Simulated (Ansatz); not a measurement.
# LaGaO3 (Pnma): converging the G0W0 gap

Wanted: a G0W0 gap for LaGaO3 (Pnma) that is converged in bands and cutoff, or an estimate of the limit.

Program: Ansatz 0.2.0. Level of theory: G0W0 on LDA, plane waves, PAW. Results are calculated unless marked as measured.

### 1. The structure

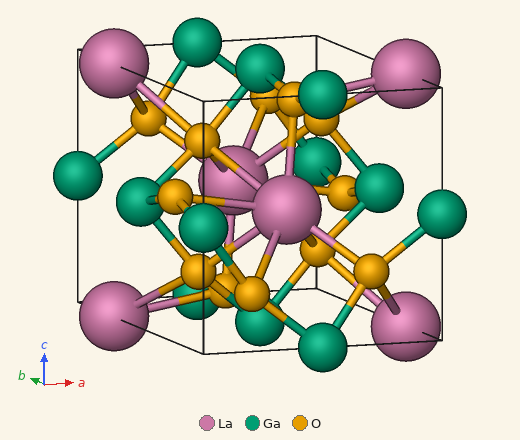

The starting structure, seen slightly off an axis (lanthanum pink, gallium teal, oxygen orange). Some periodic images of atoms are drawn too.

The cell and positions come from the Crystallography Open Database and are kept as given unless a step says otherwise. Spin-orbit coupling is left out unless a step names it.

### 2. 701 empty bands, screening to 120 eV

Now the one-shot GW correction: screening in the RPA, then the self-energy of the levels asked for. This step takes hard PAW files.

input.yaml

```yaml
crystal:
  lattice:
    - [5.48589, 0.0, 0.0]
    - [0.0, 7.76421, 0.0]
    - [0.0, 0.0, 5.51395]
  atoms:
    - { symbol: La, position: [0.98, 0.25, 0.005] }
    - { symbol: La, position: [0.02, 0.75, 0.995] }
    - { symbol: La, position: [0.52, 0.75, 0.505] }
    - { symbol: La, position: [0.48, 0.25, 0.495] }
    - { symbol: Ga, position: [0.0, 0.0, 0.5] }
    - { symbol: Ga, position: [0.0, 0.5, 0.5] }
    - { symbol: Ga, position: [0.5, 0.0, 0.0] }
    - { symbol: Ga, position: [0.5, 0.5, 0.0] }
    - { symbol: O, position: [0.513, 0.25, 0.929] }
    - { symbol: O, position: [0.487, 0.75, 0.071] }
    - { symbol: O, position: [0.987, 0.75, 0.429] }
    - { symbol: O, position: [0.013, 0.25, 0.571] }
    - { symbol: O, position: [0.723, 0.0367, 0.281] }
    - { symbol: O, position: [0.277, 0.5367, 0.719] }
    - { symbol: O, position: [0.777, 0.9633, 0.781] }
    - { symbol: O, position: [0.223, 0.4633, 0.219] }
    - { symbol: O, position: [0.277, 0.9633, 0.719] }
    - { symbol: O, position: [0.723, 0.4633, 0.281] }
    - { symbol: O, position: [0.223, 0.0367, 0.219] }
    - { symbol: O, position: [0.777, 0.5367, 0.781] }
kpoints:
  mp_grid: { grid: [4, 2, 4] }
hamiltonian:
  xc: lda
  pseudopotentials: { kind: paw, source: ansatz }
scf:
  occupations: { method: fixed }
gw:
  n_empty_bands: 701
  ecut_chi: 120.0
  qp_bands: [v4, c4]
  qp_kpoints: band_edges
  screening: { model: contour_deformation }
```

Started as:

```sh
$ ansatz run input.yaml --threads 16 --pin off --max-ram 92160MiB --backend cuda --events-out ev --progress --plain --runs-dir out --devices 1 --max-vram 157GiB
```

Numbers of over 12 decimals in the logs are rounded to 6 here.

Output:

```text
GPUs: using 1 of 1 available (devices: 1).
Engine: ansatz 0.2.0, aarch64-unknown-linux-gnu
Pseudopotentials: kind: paw
Pseudopotential: La, paw, valence charge 11, recommended cutoff 600 eV (normal), La.paw.azcp
Pseudopotential: Ga, paw, valence charge 21, recommended cutoff 1020 eV (normal), Ga.paw.azcp
Pseudopotential: O, paw, valence charge 6, recommended cutoff 930 eV (normal), O.paw.azcp
Functional definition: SPW92
  exchange = slater_x
  correlation = pw_c
concurrent solve slots: 9 of 16 are kept, ahead of what memory takes: no pass of the eigensolver takes more rounds on 9
[...]
Crystal: 20 atoms, lattice volume = 234.859 Å³
Basis set: ecut = 1020 eV, 17373 PW (Γ)
Bands: 120, of which v1, the nominal top of the filled ones, is band 100 counted from 1 (99 counted from 0)
Symmetry: 8 space group operations
Space group: Pnma (ITA 62), of the structure as read, at distance tolerance 6.2e-5 Å
k-points: 18 of 32
Non-local potential: La, projectors of the file, l = 0: 3, l = 1: 3, l = 2: 2, l = 3: 3
Non-local potential: Ga, projectors of the file, l = 0: 3, l = 1: 3, l = 2: 3, l = 3: 2
Non-local potential: O, projectors of the file, l = 0: 2, l = 1: 2, l = 2: 1
PAW form: soft (Blöchl's): semilocal exchange-correlation on the pseudo side does not see the compensation charge
PAW frozen core: La, regenerated for the run's functional, and the local potential with it (the file was generated under x = pbe(κ = 0.804, μ = 0.219515), c = pbe(β = 0.066725))
PAW frozen core: Ga, regenerated for the run's functional, and the local potential with it (the file was generated under x = pbe(κ = 0.804, μ = 0.219515), c = pbe(β = 0.066725))
PAW frozen core: O, regenerated for the run's functional, and the local potential with it (the file was generated under x = pbe(κ = 0.804, μ = 0.219515), c = pbe(β = 0.066725))
PAW one-centre angular grid: La, 590 points (default); XC on 64 Gauss nodes
PAW one-centre angular grid: Ga, 590 points (default); XC on 64 Gauss nodes
PAW one-centre angular grid: O, 110 points (default); XC on 64 Gauss nodes
Initial density: superposition of atomic densities (chi_scale 0.1, normalization cell, long waves kept (reshape's long-wave potential 0.00 eV rms))
Initial wavefunctions: pseudopotential atomic-orbital guess
[...]
Functional: x = slater, c = lda
SCF iter   1: F=—  HF=-64444.591478 eV  |F-HF|=—  |Δ(HF+E_count)|=         —  Δρ=9.48e-2  dr2=1.63e1  ethr=3.10e-3  ⟨swp⟩=4.2  Hψ=7975  notcnv=0  defer=103
preconditioner: auto → Resta (q_TF=auto, 2.656 Å⁻¹)  ε∞=7.9  [insulator: Δε(μ)=2.313 eV  Ē_g=11.674 eV  n_scr=66 (ndim 8)  ℏωp=30.6 eV  f_vac=0.000  ε∞_Penn≈7.9]
SCF iter   2: F=—  HF=-64440.893626 eV  |F-HF|=—  |Δ(HF+E_count)|=    3.70e0  Δρ=3.40e-2  dr2=1.96e0  ethr=3.10e-3  ⟨swp⟩=4.4  Hψ=6408  notcnv=0  defer=195
SCF iter   3: F=—  HF=-64440.484612 eV  |F-HF|=—  |Δ(HF+E_count)|=   4.09e-1  Δρ=1.74e-2  dr2=6.40e-1  ethr=9.82e-4  ⟨swp⟩=2.3  Hψ=2880  notcnv=0  defer=267
SCF iter   4: F=—  HF=-64440.306085 eV  |F-HF|=—  |Δ(HF+E_count)|=   1.79e-1  Δρ=3.91e-3  dr2=3.43e-2  ethr=3.20e-4  ⟨swp⟩=3.8  Hψ=3881  notcnv=0  defer=310
SCF iter   5: F=—  HF=-64440.296606 eV  |F-HF|=—  |Δ(HF+E_count)|=   9.48e-3  Δρ=1.58e-3  dr2=4.86e-3  ethr=1.72e-5  ⟨swp⟩=4.3  Hψ=3943  notcnv=0  defer=323
SCF iter   6: F=—  HF=-64440.295791 eV  |F-HF|=—  |Δ(HF+E_count)|=   8.15e-4  Δρ=9.06e-4  dr2=5.53e-4  ethr=2.43e-6  ⟨swp⟩=3.8  Hψ=3967  notcnv=0  defer=322
[...]
SCF iter   8: F=—  HF=-64440.295637 eV  |F-HF|=—  |Δ(HF+E_count)|=   2.67e-6  Δρ=2.95e-5  dr2=2.00e-6  ethr=1.15e-8  ⟨swp⟩=2.1  Hψ=3685  notcnv=0  defer=307
SCF iter   9: F=—  HF=-64440.295636 eV  |F-HF|=—  |Δ(HF+E_count)|=   3.65e-7  Δρ=2.30e-5  dr2=9.26e-7  ethr=9.99e-10  ⟨swp⟩=3.0  Hψ=3972  notcnv=0  defer=306
SCF iter  10: F=-64440.295636 eV  HF=-64440.295636 eV  |F-HF|=1.98e-8  |Δ(HF+E_count)|=   2.22e-7  Δρ=3.73e-6  dr2=3.23e-8  ethr=5.00e-11  ⟨swp⟩=16.9  Hψ=14262  notcnv=0
SCF 1 converged in 10 iterations: F = -64440.295636 eV  dr2 = 3.23e-8
  greatest PAW one-centre occupation: 0.994 electrons in one spin orbital (limit 2), on the Ga atom at site 6 (counted from 0), in its partial waves of l = 0
[...]
SCF converged after 10 iterations
[...]
11    97     11.1907   -26.6053     4.4967   -21.6885  0.7628    10.7686    10.7706  root
    11    98     11.1907   -26.6053     4.4967   -21.6885  0.7628    10.7686    10.7706  root
    11    99     11.3088   -26.1492     4.5018   -21.2250  0.7627    10.8843    10.8863  root
    11   100     11.3088   -26.1492     4.5018   -21.2250  0.7627    10.8843    10.8863  root
    11   101     16.2182   -18.3848    -9.2021   -31.2783  0.7415    20.4369    19.9096  root ?
    11   102     16.2182   -18.3848    -9.2021   -31.2783  0.7415    20.4369    19.9096  root ?
    11   103     16.2434   -18.8186    -9.5038   -32.1179  0.7375    20.6056    20.0389  root ?
    11   104     16.2434   -18.8186    -9.5038   -32.1179  0.7375    20.6056    20.0389  root ?
    12    97     10.9506   -26.4468     4.5414   -21.4511  0.7618    10.4939    10.4963  root
    12    98     10.9506   -26.4468     4.5414   -21.4511  0.7618    10.4939    10.4963  root
    12    99     11.3024   -26.2176     4.5023   -21.3005  0.7625    10.8856    10.8875  root
    12   100     11.3024   -26.2176     4.5023   -21.3005  0.7625    10.8856    10.8875  root
    12   101     16.2038   -18.0521    -8.9616   -30.6318  0.7442    20.3032    19.8218  root ?
    12   102     16.2038   -18.0521    -8.9616   -30.6318  0.7442    20.3032    19.8218  root ?
    12   103     16.2383   -19.5667    -9.8770   -33.4076  0.7323    20.8153    20.2021  root ?
    12   104     16.2383   -19.5667    -9.8770   -33.4076  0.7323    20.8153    20.2021  root ?
    13    97     11.0407   -27.8171     4.4314   -22.9306  0.7676    10.5834    10.5856  root
    13    98     11.0407   -27.8171     4.4314   -22.9306  0.7676    10.5834    10.5856  root
    13    99     11.3017   -26.1195     4.5437   -21.1454  0.7615    10.8691    10.8713  root
    13   100     11.3017   -26.1195     4.5437   -21.1454  0.7615    10.8691    10.8713  root
    13   101     16.2365   -19.4914    -9.8678   -33.3158  0.7326    20.8034    20.1931  root ?
    13   102     16.2365   -19.4914    -9.8678   -33.3158  0.7326    20.8034    20.1931  root ?
    13   103     16.2412   -18.8466    -9.4743   -32.1113  0.7377    20.5973    20.0316  root ?
    13   104     16.2412   -18.8466    -9.4743   -32.1113  0.7377    20.5973    20.0316  root ?
    14    97     11.1608   -28.3972     4.4028   -23.5407  0.7697    10.7049    10.7070  root
    14    98     11.1608   -28.3972     4.4028   -23.5407  0.7697    10.7049    10.7070  root
    14    99     11.4655   -26.2146     4.5330   -21.2595  0.7621    11.0414    11.0434  root
    14   100     11.4655   -26.2146     4.5330   -21.2595  0.7621    11.0414    11.0434  root
    14   101     16.2334   -19.4005    -9.8465   -33.1934  0.7330    20.7852    20.1799  root ?
    14   102     16.2334   -19.4005    -9.8465   -33.1934  0.7330    20.7852    20.1799  root ?
    14   103     16.2497   -19.3201    -9.7850   -33.0293  0.7338    20.7705    20.1740  root ?
    14   104     16.2497   -19.3201    -9.7850   -33.0293  0.7338    20.7705    20.1740  root ?
    15    97     11.1479   -26.0076     4.4904   -21.0805  0.7622    10.7091    10.7113  root
    15    98     11.1479   -26.0076     4.4904   -21.0805  0.7622    10.7091    10.7113  root
    15    99     11.1479   -26.0076     4.4904   -21.0805  0.7622    10.7091    10.7113  root
    15   100     11.1479   -26.0076     4.4904   -21.0805  0.7622    10.7091    10.7113  root
    15   101     16.2306   -18.3246    -9.1907   -31.1918  0.7416    20.4300    19.9071  root ?
    15   102     16.2306   -18.3246    -9.1907   -31.1918  0.7416    20.4300    19.9071  root ?
    15   103     16.2306   -18.3246    -9.1907   -31.1918  0.7416    20.4300    19.9071  root ?
    15   104     16.2306   -18.3246    -9.1907   -31.1918  0.7416    20.4300    19.9071  root ?
    16    97     11.1926   -26.2601     4.5045   -21.3250  0.7623    10.7599    10.7620  root
    16    98     11.1926   -26.2601     4.5045   -21.3250  0.7623    10.7599    10.7620  root
    16    99     11.1926   -26.2601     4.5045   -21.3250  0.7623    10.7599    10.7620  root
    16   100     11.1926   -26.2601     4.5045   -21.3250  0.7623    10.7599    10.7620  root
    16   101     16.2397   -18.7217    -9.4096   -31.8798  0.7387    20.5548    19.9881  root ?
    16   102     16.2397   -18.7217    -9.4096   -31.8798  0.7387    20.5548    19.9881  root ?
    16   103     16.2397   -18.7217    -9.4096   -31.8798  0.7387    20.5548    19.9881  root ?
    16   104     16.2397   -18.7217    -9.4096   -31.8798  0.7387    20.5548    19.9881  root ?
    17    97     11.1887   -26.0659     4.5206   -21.1112  0.7617    10.7523    10.7545  root
    17    98     11.1887   -26.0659     4.5206   -21.1112  0.7617    10.7523    10.7545  root
    17    99     11.1887   -26.0659     4.5206   -21.1112  0.7617    10.7523    10.7545  root
    17   100     11.1887   -26.0659     4.5206   -21.1112  0.7617    10.7523    10.7545  root
    17   101     16.2554   -19.0946    -9.5952   -32.5431  0.7355    20.6796    20.1087  root ?
    17   102     16.2554   -19.0946    -9.5952   -32.5431  0.7355    20.6796    20.1087  root ?
    17   103     16.2554   -19.0946    -9.5952   -32.5431  0.7355    20.6796    20.1087  root ?
    17   104     16.2554   -19.0946    -9.5952   -32.5431  0.7355    20.6796    20.1087  root ?
```

Wall time 68 s (1 × NVIDIA GB200 with 16 threads of Arm Neoverse V2, shared host); peak memory 7.9 GiB; 2.9 min of CPU time.

This step gave:

```yaml
bands_summed: 801
rpa_eps_infinity_on_this_mesh_eigenvalues: 4.897, 4.902, 5.028
plane_waves_in_the_screening_matrix: 681
q_points_in_the_mesh: 32
g0w0_gap_on_the_mesh: 5.394 eV
k_of_the_valence_top: -0.5, 0, -0.5
k_of_the_conduction_bottom: 0, 0, 0
starting_gap_on_the_mesh: 3.651 eV
z_at_the_valence_top: 0.7621
z_at_the_conduction_bottom: 0.8169
least_direct_g0w0_gap_on_the_computed_points: 5.491 eV
```

The gap on the mesh goes from 3.65 eV to 5.39 eV, a correction of +1.74 eV. Between the two edge states, bare exchange in place of the xc potential would open the gap by 10.02 eV, and correlation takes back 8.28 eV.

### 3. 1508 empty bands, screening to 200 eV

Bands and screening cutoff are moved together, since each hides the error of the other.

Edit input.yaml of step 2 so:

```diff
@@ -34,4 +34,4 @@
 gw:
-  n_empty_bands: 701
-  ecut_chi: 120.0
+  n_empty_bands: 1508
+  ecut_chi: 200.0
   qp_bands: [v4, c4]
```

Output:

```text
GPUs: using 1 of 1 available (devices: 1).
[...]
Crystal: 20 atoms, lattice volume = 234.859 Å³
Basis set: ecut = 1020 eV, 17373 PW (Γ)
Bands: 120, of which v1, the nominal top of the filled ones, is band 100 counted from 1 (99 counted from 0)
Symmetry: 8 space group operations
[...]
k-points: 18 of 32
[...]
SCF iter   1: F=—  HF=-64444.591478 eV  |F-HF|=—  |Δ(HF+E_count)|=         —  Δρ=9.48e-2  dr2=1.63e1  ethr=3.10e-3  ⟨swp⟩=4.2  Hψ=7975  notcnv=0  defer=103
[...]
SCF iter   6: F=—  HF=-64440.295791 eV  |F-HF|=—  |Δ(HF+E_count)|=   8.15e-4  Δρ=9.06e-4  dr2=5.53e-4  ethr=2.43e-6  ⟨swp⟩=3.8  Hψ=3967  notcnv=0  defer=322
[...]
SCF iter   8: F=—  HF=-64440.295637 eV  |F-HF|=—  |Δ(HF+E_count)|=   2.67e-6  Δρ=2.95e-5  dr2=2.00e-6  ethr=1.15e-8  ⟨swp⟩=2.1  Hψ=3685  notcnv=0  defer=307
[...]
SCF iter  10: F=-64440.295636 eV  HF=-64440.295636 eV  |F-HF|=1.98e-8  |Δ(HF+E_count)|=   2.22e-7  Δρ=3.73e-6  dr2=3.23e-8  ethr=5.00e-11  ⟨swp⟩=16.9  Hψ=14262  notcnv=0
SCF 1 converged in 10 iterations: F = -64440.295636 eV  dr2 = 3.23e-8
[...]
SCF converged after 10 iterations
[...]
11    97     11.1907   -26.6053     4.2116   -21.6885  0.7590    10.4797    10.4855  root
    11    98     11.1907   -26.6053     4.2116   -21.6885  0.7590    10.4797    10.4855  root
    11    99     11.3088   -26.1492     4.2079   -21.2250  0.7588    10.5865    10.5925  root
    11   100     11.3088   -26.1492     4.2079   -21.2250  0.7588    10.5865    10.5925  root
    11   101     16.2182   -18.3848    -9.3538   -31.2783  0.7385    20.1974    19.7579  root ?
    11   102     16.2182   -18.3848    -9.3538   -31.2783  0.7385    20.1974    19.7579  root ?
    11   103     16.2434   -18.8186    -9.6750   -32.1179  0.7344    20.3641    19.8676  root ?
    11   104     16.2434   -18.8186    -9.6750   -32.1179  0.7344    20.3641    19.8676  root ?
    12    97     10.9506   -26.4468     4.2632   -21.4511  0.7580    10.2117    10.2181  root
    12    98     10.9506   -26.4468     4.2632   -21.4511  0.7580    10.2117    10.2181  root
    12    99     11.3024   -26.2176     4.2065   -21.3005  0.7586    10.5859    10.5918  root
    12   100     11.3024   -26.2176     4.2065   -21.3005  0.7586    10.5859    10.5918  root
    12   101     16.2038   -18.0521    -9.1158   -30.6318  0.7412    20.0674    19.6676  root ?
    12   102     16.2038   -18.0521    -9.1158   -30.6318  0.7412    20.0674    19.6676  root ?
    12   103     16.2383   -19.5667   -10.0857   -33.4076  0.7291    20.5658    19.9934  root ?
    12   104     16.2383   -19.5667   -10.0857   -33.4076  0.7291    20.5658    19.9934  root ?
[...]
17    97     11.1887   -26.0659     4.2361   -21.1112  0.7579    10.4639    10.4701  root
    17    98     11.1887   -26.0659     4.2361   -21.1112  0.7579    10.4639    10.4701  root
    17    99     11.1887   -26.0659     4.2361   -21.1112  0.7579    10.4639    10.4701  root
    17   100     11.1887   -26.0659     4.2361   -21.1112  0.7579    10.4639    10.4701  root
    17   101     16.2554   -19.0946    -9.7886   -32.5431  0.7324    20.4343    19.9153  root ?
    17   102     16.2554   -19.0946    -9.7886   -32.5431  0.7324    20.4343    19.9153  root ?
    17   103     16.2554   -19.0946    -9.7886   -32.5431  0.7324    20.4343    19.9153  root ?
    17   104     16.2554   -19.0946    -9.7886   -32.5431  0.7324    20.4343    19.9153  root ?
```

Wall time 2.8 min (1 × NVIDIA GB200 with 16 threads); peak memory 16 GiB; 8.1 min of CPU time.

This step gave:

* bands summed: 1608
* RPA ε∞ on this mesh (eigenvalues): 4.882, 4.889, 5.012
* plane waves in the screening matrix: 1489
* q-points in the mesh: 32
* G0W0 gap on the mesh: 5.446 eV
* k of the valence top: -0.5, 0, -0.5
* k of the conduction bottom: 0, 0, 0
* starting gap on the mesh: 3.651 eV
* Z at the valence top: 0.7582
* Z at the conduction bottom: 0.8144
* least direct G0W0 gap on the computed points: 5.542 eV

Against the run with 4×2×4 mesh, 701 empty bands, screening to 120 eV, hard PAW files, the gap moves by +0.05 eV.

### 4. 2910 empty bands, screening to 310 eV

Edit input.yaml of step 3 so:

```diff
@@ -34,4 +34,4 @@
 gw:
-  n_empty_bands: 1508
-  ecut_chi: 200.0
+  n_empty_bands: 2910
+  ecut_chi: 310.0
   qp_bands: [v4, c4]
```

Output:

```text
GPUs: using 1 of 1 available (devices: 1).
[...]
Crystal: 20 atoms, lattice volume = 234.859 Å³
Basis set: ecut = 1020 eV, 17373 PW (Γ)
Bands: 120, of which v1, the nominal top of the filled ones, is band 100 counted from 1 (99 counted from 0)
Symmetry: 8 space group operations
[...]
k-points: 18 of 32
[...]
17    99     11.1887   -26.0659     4.0347   -21.1112  0.7558    10.2584    10.2687  root
    17   100     11.1887   -26.0659     4.0347   -21.1112  0.7558    10.2584    10.2687  root
    17   101     16.2554   -19.0946    -9.8681   -32.5431  0.7324    20.3221    19.8358  root ?
    17   102     16.2554   -19.0946    -9.8681   -32.5431  0.7324    20.3221    19.8358  root ?
    17   103     16.2554   -19.0946    -9.8681   -32.5431  0.7324    20.3221    19.8358  root ?
    17   104     16.2554   -19.0946    -9.8681   -32.5431  0.7324    20.3221    19.8358  root ?
[key lines of the parts left out:]
SCF converged after 10 iterations
```

Run time: 8.1 min. Hardware: 1 × NVIDIA GB200 with 16 threads; peak memory 39 GiB.

Numbers from this step:

- bands summed: 3010
- RPA ε∞ on this mesh (eigenvalues): 4.872, 4.879, 5.001
- plane waves in the screening matrix: 2903
- G0W0 gap on the mesh: 5.484 eV
- k of the valence top: -0.5, 0, -0.5
- k of the conduction bottom: 0, 0, 0
- starting gap on the mesh: 3.651 eV
- least direct G0W0 gap on the computed points: 5.580 eV

Against the run with 4×2×4 mesh, 1508 empty bands, screening to 200 eV, hard PAW files, the gap moves by +0.04 eV.

(Continued in part 2 of 2.)

[Paths, hosts, dates, memory and timing lines, banners, echoed tables and standing remarks are left out of the program output.]

[Logs are printed without paths, hosts, clocks, repeated set-up lines and the standing remarks that a program may print on its own settings, such as how far it seeks lower states.]

[Runs of the session that timed out or met a known fault of the program may be left out.]

[Cells called generated may have been cut or substituted from an entry of the Crystallography Open Database or the Materials Project.]

[Hosts, paths, dates, database ids (printed as entryN), source tags and the programs' standing remarks are cut or masked in the printed files.]
